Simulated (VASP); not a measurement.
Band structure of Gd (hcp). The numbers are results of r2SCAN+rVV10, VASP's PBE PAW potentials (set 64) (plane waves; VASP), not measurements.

The 4f electrons are frozen in the core of the lanthanide potential, so 4f levels, which can set the real gap, and their magnetism are missing.

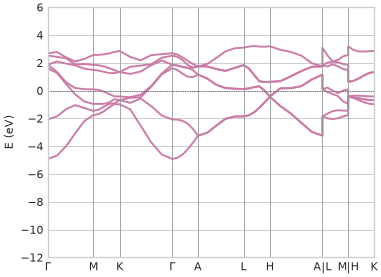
*Bands along high-symmetry lines, zero at the valence-band maximum or, without a gap, the Fermi level*

Read the plot: is there a gap, and where are the band edges?

It has no gap at this level: it comes out as a metal or semimetal.

The compound is Gd in the hcp structure. It was relaxed first.
